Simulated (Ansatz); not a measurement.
The figure comes from a scan of PbI₂ (CdI2 type): the cell is scaled evenly about its relaxed volume V₀. Method: PBE-D3(BJ) (plane waves to 420 eV, PAW, scalar-relativistic; Ansatz, an electronic-structure program). k mesh 8×8×5 (Γ-centred), Fermi-Dirac smearing 0.05 eV. The energy includes the smearing's −TS. PbI2 was relaxed with its symmetry unable to fall. Spin-orbit coupling is left out, though I and Pb are heavy. The zero of ΔE is the relaxed starting cell.

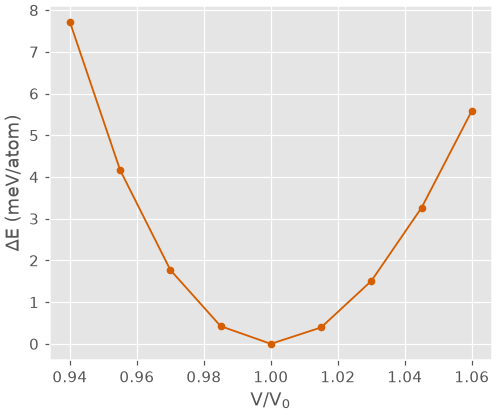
Fig. 1. ΔE (meV/atom) against V/V₀; computed points joined by lines.

Q: Read the plotted values off the figure, to the accuracy that the plot allows.

A: To the nearest 0.1:

```csv
V/V₀,ΔE (meV/atom)
0.940,7.7
0.955,4.2
0.970,1.8
0.985,0.4
1.000,0.0
1.015,0.4
1.030,1.5
1.045,3.3
1.060,5.6
```

(Under strain, the slope of the energy per volume gives the stress and its curvature an elastic modulus.)
